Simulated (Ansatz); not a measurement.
# Series on germanene hexagonal flake, H-capped, Sn on Ge sites, by radius

How do forces, levels, charges and cost change as the structure grows and the share of atoms at its surface or edge shifts?

Computed with Ansatz 0.2.0: Kohn-Sham DFT, PBE, PAW (set soft_2). Every run is a single point, with the atoms held where the recipe put them (cutoff of the plane-wave runs 420 eV, gaussian smearing of 0.05 eV).

First member: germanene (a = 4.03 Å), rectangular cell with x along the armchair direction; hexagon of inner radius 7.5 Å, edges capped with H, 12 Å of vacuum, 5 of 24 Ge replaced by Sn at random; not relaxed, displaced by a Gaussian of 0.02 Å.

Last member: germanene (a = 4.03 Å), rectangular cell with x along the armchair direction; hexagon of inner radius 13 Å, edges capped with H, 12 Å of vacuum, 15 of 84 Ge replaced by Sn at random; not relaxed, displaced by a Gaussian of 0.02 Å.

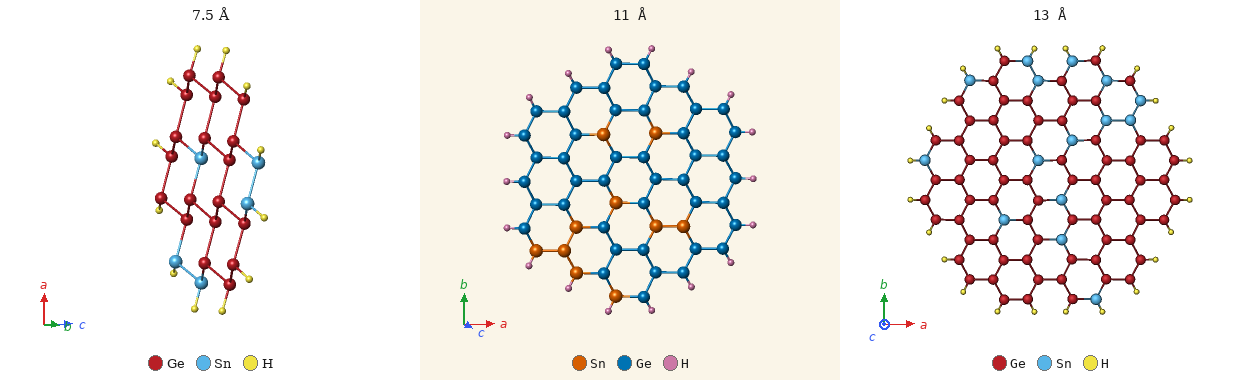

Three members of the series, labelled by radius.

The members:

```
radius (Å)  reduced formula  atoms  valence electrons  k-mesh        basis
       7.5       Sn5Ge19H12     36                348   1×1×1  plane waves
         9        Sn4Ge17H9     60                606   1×1×1  plane waves
        11        Sn5Ge22H9     72                774   1×1×1  plane waves
        13        Sn5Ge23H8    108               1200   1×1×1  plane waves
```

The input of the first member, without its atom lines; other members have their own cell and atoms, and may differ in mesh, basis and outputs:

```yaml
crystal:
  lattice:
    - [26.57074, 0.0, 0.0]
    - [0.0, 26.63363, 0.0]
    - [0.0, 0.0, 12.68]
  atoms:
    [... 36 lines ...]
kpoints:
  mp_grid: { grid: [1, 1, 1] }
hamiltonian:
  xc: pbe
scf:
  occupations: { method: gaussian, width: 0.05 }
output:
  forces: true
  populations: true
  dos:
    method: { smearing: { sigma: 0.1 } }
    de: 0.1
    projected:
      site_lists:
        Ge: [Ge]
        H: [H]
        Sn: [Sn]
        sheet: [0, 1, 2, 3, 4, 5, 6, 7, 8, 9, 10, 11, 12, 13, 14, 15, 16, 17, 18, 19, 20, 21, 22, 23]
        hydrogen: [24, 25, 26, 27, 28, 29, 30, 31, 32, 33, 34, 35]
  eigenvalues: true
```

Predict the trends along the series.

Results; charges are mean Löwdin charges in e:

```
radius (Å)  r.m.s. force (eV/Å)  gap (eV)  q(Sn)  q(Ge)   q(H)
       7.5                 1.11                1.04  +0.28  +0.03  -0.05
         9                 1.03                0.87  +0.25  +0.03  -0.04
        11                0.979               0.648  +0.26  +0.02  -0.03
        13                 1.04               0.595  +0.30  +0.01  -0.04
```

The gap is that between the highest filled and lowest empty Kohn-Sham level on the run's k-points; surface or edge levels can set it, and semilocal functionals tend to put gaps under measured ones. The projection misses up to 0.037 e an atom, so the charges add up to more than the cell's charge. Löwdin charges hang on the projection basis and can even invert the polarity of covalent bonds. Each mean runs over all atoms of an element, whatever their surroundings.

Bonds in each cell, which the recipe sets and DFT didn't move; cutoffs follow each cell's own g(r) within set bounds (mean length in Å, and neighbours of the second kind about the first):

```
radius (Å)  Ge-Ge length  Ge-Ge count  Ge-H length  Ge-H count
       7.5         2.421         2.21        1.546        0.42
         9         2.424         2.23        1.517        0.41
        11         2.419         2.23        1.517        0.34
        13         2.425         2.26        1.528        0.26
```

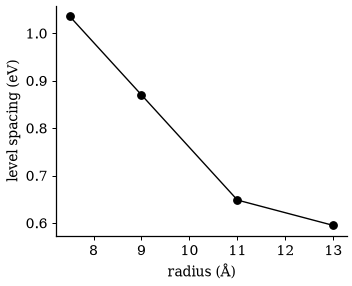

Results against radius.

Cost on 1 × NVIDIA GB200 with 32 threads of Arm Neoverse V2, shared host:

```
radius (Å)  atoms              basis  k-mesh  SCF cycles   time  host memory (GiB)  planned on the GPU (GiB)  Δ force from the first basis (meV/Å)
       7.5     36        plane waves   1×1×1          11    3 s                2.4                       8.4                                     -
       7.5     36  support functions   1×1×1          14  4.2 s                2.7                       6.5                                   2.3
         9     60        plane waves   1×1×1          12  4.6 s                3.3                        16                                     -
         9     60  support functions   1×1×1          14  4.7 s                3.6                       9.1                                   2.1
        11     72        plane waves   1×1×1          13  5.9 s                3.8                        20                                     -
        11     72  support functions   1×1×1          15  5.5 s                4.0                        10                                   1.8
        13    108        plane waves   1×1×1          15   10 s                5.2                        35                                     -
        13    108  support functions   1×1×1          15  7.2 s                4.8                        14                                   1.8
```

Times include the outputs that each run asked for, on hosts shared with other jobs.

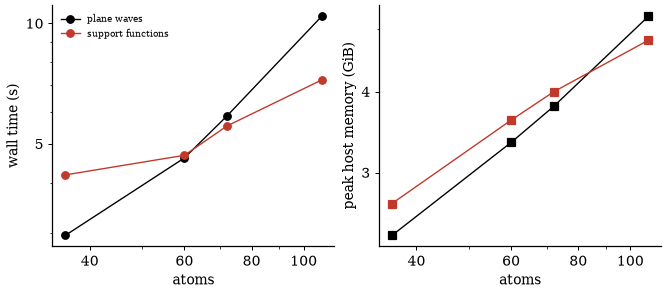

Wall time and memory against the number of atoms.

The gap goes steadily from 1.04 eV at 7.5 to 0.595 eV at 13 Å. The mean charge on Sn is lowest at 9 Å (+0.25 e) and highest at 13 Å (+0.30 e), with no steady trend. Support functions take 1.4 times the wall time of plane waves at 36 atoms and 0.69 times at 108 (the times hold unlike extra outputs). The composition changes with the cut, as the formulas show, and that bears on charges and levels too.

**Limits.** The runs have no spin polarisation, so any moments at edges, vacancies or dangling bonds can't form in them. Beside vacuum, support functions can miss their usual error bounds without a warning. The random displacements of the recipe add to the forces of every member.

[Logs are printed without paths, hosts, clocks, repeated set-up lines and the standing remarks that a program may print on its own settings, such as how far it seeks lower states.]

[Hosts, paths, dates, database ids (printed as entryN), source tags and the programs' standing remarks are cut or masked in the printed files.]
